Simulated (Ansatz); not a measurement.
**HSE06/def2-TZVP run of AlH3S (SMILES [AlH2][SH])**

Aim: the electronic atomisation energy of AlH3S at HSE06/def2-TZVP, from 4 runs. 

The calculation is run with Ansatz 0.2.0.

48 further runs of the same task are left out: 48 set aside as unsound or not needed.

## (1) The structure to begin with

The species is AlH3S (5 atoms), meant as a singlet with charge 0. SMILES: `[AlH2][SH]`. The coordinates come from a PBE0-D4/def2-TZVP relaxation.

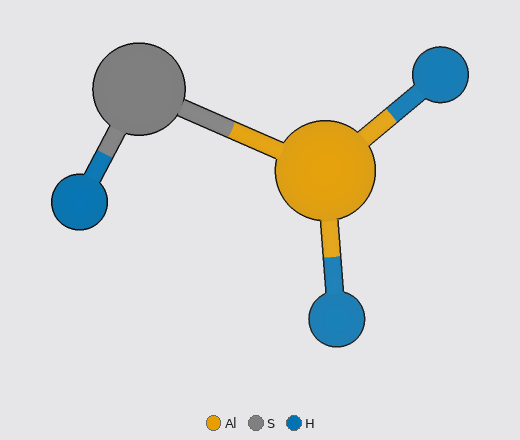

The structure, seen from a chosen angle (aluminium amber, sulfur grey, hydrogen blue).

## (2) The energy at HSE06/def2-TZVP

input.yaml reads:

```yaml
crystal:
  periodic: [false, false, false]
  atoms:
    - symbol: Al
      position_ang: [-0.616100, -0.064200, -0.181700]
    - symbol: S
      position_ang: [1.129100, -0.343100, 1.096600]
    - symbol: H
      position_ang: [-1.981700, -0.650100, 0.351100]
    - symbol: H
      position_ang: [-0.441100, 0.696000, -1.556400]
    - symbol: H
      position_ang: [1.959700, 0.287800, 0.249000]
basis:
  gaussian:
    orbitals: def2-TZVP
hamiltonian:
  xc: {name: HSE06}
output: {orbitals: {seedname: orbitals}}
accuracy: high
```

Command:

```console
$ ansatz run input.yaml --threads 1 --pin off --max-ram 3480MiB --events-out events.jsonl --progress --plain --runs-dir runs
```

Log:

```text
Warning: RAYON_NUM_THREADS=1 ignored (pool sized by the plan → 1); use --threads N
Functional definition: HSE06
  name "HSE06"
  parameter a = 0.25
  parameter omega = 0.11/bohr
  exchange = pbe_x - a*pbe_x_sr(omega) + a*exact_x_sr(omega)
  correlation = pbe_c
1572 factors; integrals over basis functions are off by at most 3.5e-9 eV
98 factors; integrals over basis functions are off by at most 9.8e-10 eV
mean field evaluation 1: about -17474.1763 eV, gradient 1.7e1 eV
mean field evaluation 2: about -17474.3708 eV, gradient 1.7e1 eV
mean field evaluation 4: about -17475.0920 eV, gradient 8.4e-1 eV
mean field evaluation 8: about -17475.0902 eV, gradient 3.1e-2 eV
mean field evaluation 16: about -17475.0902 eV, gradient 6.9e-7 eV
mean field -17475.09021009 eV, -642.1977201794 hartree, gradient 9.3e-8 eV, S^2 0.000000; 0 other end points of the search recorded, 0 dependent functions left out
reference -17475.09021344 eV, -642.1977203022 hartree; 16, 16 occupied and 76, 76 virtual orbitals, 1572 factors
Total energy: -17475.09021344 eV, -642.1977203022 hartree
```

It took 5.7 s on 1 thread of Arm Neoverse V1, shared host; peak memory 0.24 GiB.

## (3) The Al atom at the same level

job.yaml reads:

```yaml
basis:
  gaussian:
    orbitals: def2-TZVP
crystal:
  periodic: [false, false, false]
  atoms:
    - {symbol: Al, position_ang: [0.000000, 0.000000, 0.000000]}
magnetization:
  spin_polarized: true
  initial_magnetization: 1
hamiltonian:
  xc: hse06
accuracy: high
```

Run the same way, it converges to -242.24298 Eh (log not shown).

## (4) The H atom, same level

input.yaml reads:

```yaml
basis:
  gaussian:
    orbitals: def2-TZVP
crystal:
  periodic: [false, false, false]
  atoms:
    - symbol: H
      position_ang: [0.000000, 0.000000, 0.000000]
accuracy: high
hamiltonian:
  xc: {name: HSE06}
magnetization:
  spin_polarized: true
  initial_magnetization: 1
```

Run the same way, it converges to -0.50075 Eh (log not shown).

## (5) The S atom, same level

molecule.yaml reads:

```yaml
crystal:
  periodic: [false, false, false]
  atoms:
    - {symbol: S, position_ang: [0.000000, 0.000000, 0.000000]}
basis:
  gaussian:
    orbitals: def2-TZVP
magnetization:
  spin_polarized: true
  initial_magnetization: 2
hamiltonian:
  xc: {name: HSE06}
accuracy: high
```

Run the same way, it converges to -397.96630 Eh (log not shown).

## (6) What came out

At HSE06/def2-TZVP:

| quantity | value |
| --- | --- |
| molecule: total energy | -642.19772 Eh |
| molecule: HOMO energy | -7.45 eV |
| molecule: LUMO energy | -1.77 eV |
| molecule: HOMO–LUMO gap | 5.68 eV |
| Al atom: total energy | -242.24298 Eh |
| Al atom: ⟨S²⟩ | 0.757 |
| H atom: total energy | -0.50075 Eh |
| H atom: ⟨S²⟩ | 0.750 |
| S atom: total energy | -397.96630 Eh |
| S atom: ⟨S²⟩ | 2.005 |
| electronic atomisation energy | 13.230 eV |

Taking the molecule apart into free atoms costs 13.23 eV (1276 kJ/mol), before zero-point energy and without spin-orbit coupling.
